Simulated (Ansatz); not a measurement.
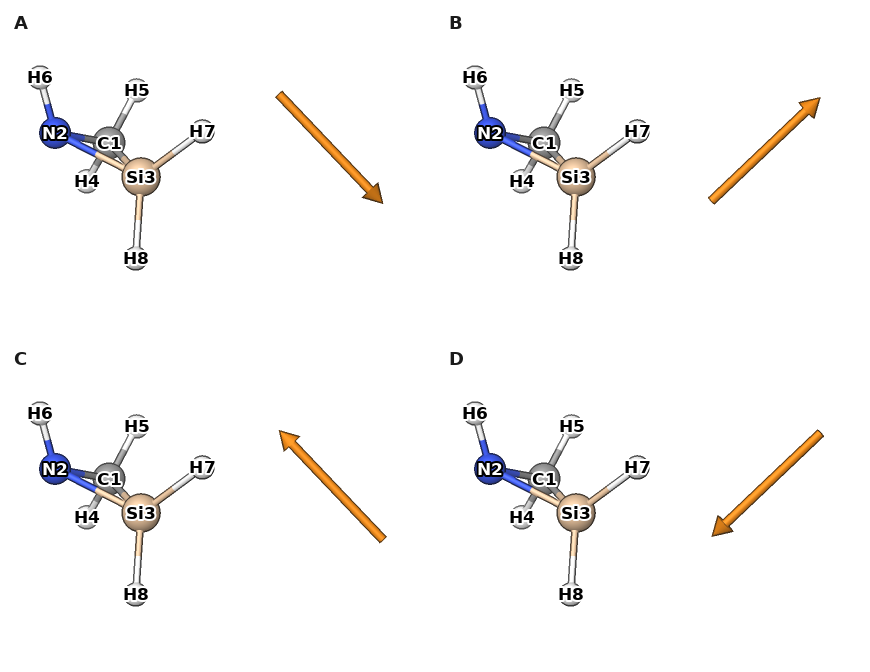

The same molecule four times, each with an arrow. Computed geometry: PBE0-D4/def2-TZVP optimisation. Properties computed with RKS r2SCAN-D4/def2-TZVPP (Ansatz 0.2.0).

Which arrow points along the dipole moment, from the negative to the positive end?

Answer. B. The dipole moment is 1.16 D; it points from the side of H4, H8 to the side of H7 (the outermost atoms at the two ends).
